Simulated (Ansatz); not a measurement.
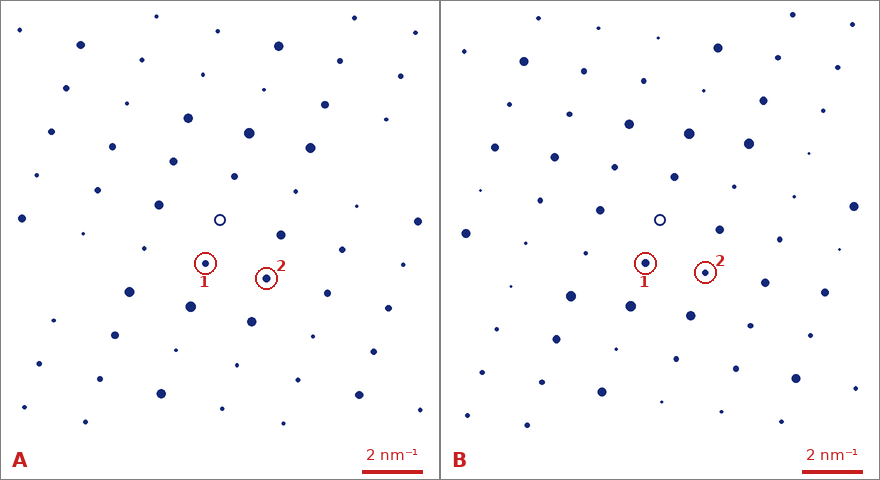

Kinematic electron diffraction patterns (300 kV, B = 0.5 Å², same scale) along [1-10] of the run's own cell, for the start and the end of one relaxation of Cs2Br3 with Ansatz, DFT PBE, scalar-relativistic, plane waves, PAW. k mesh 6×6×6. The start is a generated model structure, and the relaxation ends in the nearest stationary point of its symmetry, not necessarily the ground state. Spot 1 is -1 -1 0 and spot 2 is -2 -2 -2 in both.

Start structure:

```
Cs Br
1.0
     4.48523    2.58955    8.02666
    -4.48523    2.58955    8.02666
     0.00000   -5.17909    8.02666
Cs Br
4 6
Direct
  0.36639 0.36639 0.36639
  0.13361 0.13361 0.13361
  0.63361 0.63361 0.63361
  0.86639 0.86639 0.86639
  0.50801 0.99199 0.25000
  0.25000 0.50801 0.99199
  0.99199 0.25000 0.50801
  0.49199 0.00801 0.75000
  0.75000 0.49199 0.00801
  0.00801 0.75000 0.49199
```

Which pattern belongs to the start structure, and which to the relaxed one?

Answer. A is the start: its cell gives d(1) = 6.528 Å, d(2) = 4.013 Å and an angle of 57.2°. B is the relaxed structure, with d(1) = 6.587 Å (+0.9 %), d(2) = 4.297 Å (+7.1 %) and 59.3°.

Name reflections whose intensity changes strongly on relaxation.

Answer. 5 5 4 goes from 2.7 to 9 % of the strongest spot; 3 3 4 goes from 23 to 47 % of the strongest spot; 2 2 2 goes from 29 to 14 % of the strongest spot.

What did the relaxation do to the structure and the energy?

Answer. The volume changed by +4.2 % to 58.28 Å³ an atom; with the mean shift removed, the atoms moved by up to 0.14 Å relative to the cell (Cs most); the space group stayed R-3c (No. 167); the free energy fell by 2.5 meV an atom. Relaxed cell: a = 9.998 Å, b = 9.998 Å, c = 9.998 Å, α = 52.53°, β = 52.53°, γ = 52.53°.
